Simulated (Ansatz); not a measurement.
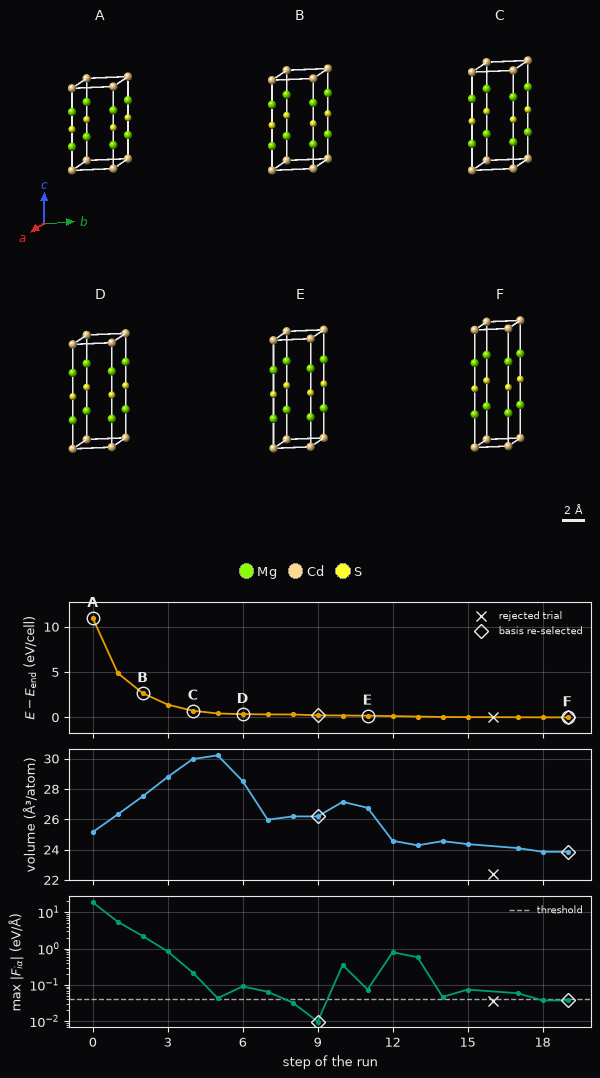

Frames of a relaxation of a crystal of Mg2CdS (a generated structure, set up in P6/mmm) (coarse preliminary run), marked on the history of the run. Style: ball-and-stick. Shown: the cell of the calculation, slightly off an axis.

Theory: DFT PBE, scalar-relativistic, plane waves, PAW in Ansatz 0.2.0. Set-up: plane-wave cutoff 420 eV; k-point mesh 6 × 6 × 2; occupations gaussian; smearing width 0.1 eV; no spin polarisation; cell and atoms relaxed; force threshold 0.04 eV/Å; at most 70 steps.

> What happens along the run?

The largest moves relative to the cell, 0.068 Å, are those of Mg atoms. S and Cd stay in place. The drawn cell changes as follows: a = b 3.857 → 3.138 Å (−18.6 %), c 7.813 → 11.192 Å (+43.3 %); the volume changes by −5.2 %. Some distances before and after: Cd–Mg 2.248 → 3.152 Å, Mg–S 1.659 → 2.444 Å. The space group stays P6/mmm (No. 191). After 16 accepted moves (19 points after the start) the energy has fallen by 10.964 eV per cell of the calculation. Largest force component: 19 eV/Å at the start, 0.037 eV/Å at the end. The pressure goes from 48.70 to −0.16 GPa. The line search rejected the trial step at point 16 of the run. At 2 points the geometry stayed and the basis and grid were re-selected for the new cell (energy shift of 0.101 eV per cell of the calculation at most each time). The run took 57 s on 1 thread of Arm Neoverse V1 (shared host), peak memory 0.36 GiB. From step 0 to 2: Mg atoms move most (0.14 Å), volume +9.4 %, energy −8.296 eV per cell of the calculation. From step 2 to 4: volume +8.9 %, energy −1.936 eV per cell of the calculation. From step 4 to 6: Mg atoms move most (0.03 Å), volume −4.9 %, energy −0.379 eV per cell of the calculation. From step 6 to 11: Mg atoms move most (0.02 Å), volume −6.2 %, energy −0.172 eV per cell of the calculation. From step 11 to 19: Mg atoms move most (0.08 Å), volume −10.8 %, energy −0.181 eV per cell of the calculation.

Limits of the set-up: the k-point mesh is coarse for a cell with partly filled bands; layers or molecules are held without a dispersion correction, so their spacing is unreliable.
